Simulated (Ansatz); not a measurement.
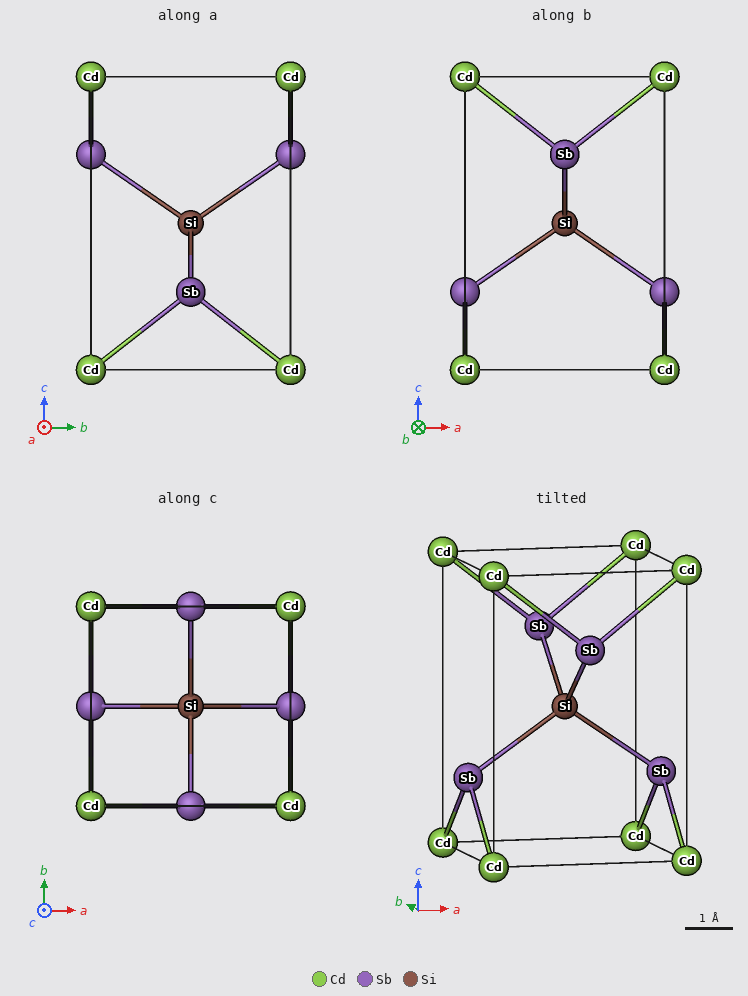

Drawn in the ball-and-stick manner and seen along the a axis, along the b axis, along the c axis and slightly off an axis. One conventional unit cell is outlined, and atoms on its boundary appear in each equivalent place.

Lattice parameters: a = 4.3367 Å, b = 4.3367 Å, c = 6.3743 Å, α = 90.000°, β = 90.000°, γ = 90.000°.

**Transcribe the picture into a CIF with its space group and independent sites, with free fractional coordinates to two decimals.**

```cif
data_structure
_symmetry_space_group_name_H-M 'P -4 m 2'
_symmetry_Int_Tables_number 115
_cell_length_a 4.3367
_cell_length_b 4.3367
_cell_length_c 6.3743
_cell_angle_alpha 90.000
_cell_angle_beta 90.000
_cell_angle_gamma 90.000
_cell_volume 119.88
loop_
_atom_site_label
_atom_site_type_symbol
_atom_site_symmetry_multiplicity
_atom_site_Wyckoff_symbol
_atom_site_fract_x
_atom_site_fract_y
_atom_site_fract_z
_atom_site_occupancy
Cd1 Cd 1 a 0.00 0.00 0.00 1
Sb1 Sb 2 g 0.00 0.50 0.27 1
Si1 Si 1 c 0.50 0.50 0.50 1
```

The initial geometry was a structure type filled with these elements by a generator (whether the compound takes this form wasn't checked). Relaxation method: Ansatz, DFT, PBEsol, plane waves, PAW.
